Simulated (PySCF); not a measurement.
Molecule: Si₄H₁₀, SMILES [SiH3][SiH]([SiH3])[SiH3].

```xyz
14

Si     0.0052     2.0685    -0.9068
Si     0.0695     0.1995     0.4948
Si     1.8804    -1.1548    -0.0941
Si    -1.9192    -1.0086     0.2838
H      1.2615     2.8573    -0.7931
H     -0.1456     1.6164    -2.3164
H     -1.1445     2.9483    -0.5644
H      0.2262     0.6510     1.9088
H      3.1596    -0.4059     0.0332
H      1.7225    -1.5910    -1.5077
H      1.9442    -2.3621     0.7727
H     -1.9001    -2.2129     1.1574
H     -3.0939    -0.1723     0.6497
H     -2.0729    -1.4496    -1.1290
```

GIAO shifts, ωB97X-D/pcSseg-2 in PySCF, at a PBE0-D3(BJ)/def2-TZVP geometry (no frequency check), against TMS for ¹H and TMS for ²⁹Si computed at the same level. Gas phase, fully decoupled, line heights follow the number of nuclei, widths are arbitrary (no quadrupolar broadening); values of one conformer, averaged over methyl-type rotors and exact or near symmetry.

### Which ¹H signals does it give?

2 signals.


```csv
δ (ppm),nuclei,atoms
3.84,9,"H5, H6, H7, H9, H10, H11, H12, H13, H14"
3.31,1,H8
```

### Predict the ²⁹Si spectrum.

2 signals.


| δ (ppm) | nuclei | atoms |
| --- | --- | --- |
| −104.9 | 3 | Si1, Si3, Si4 |
| −141.3 | 1 | Si2 |

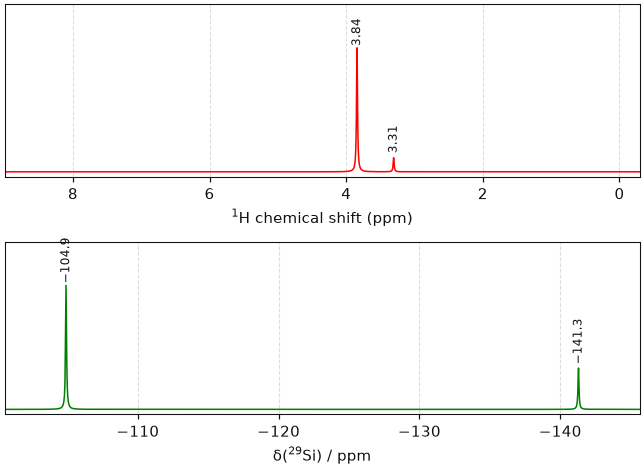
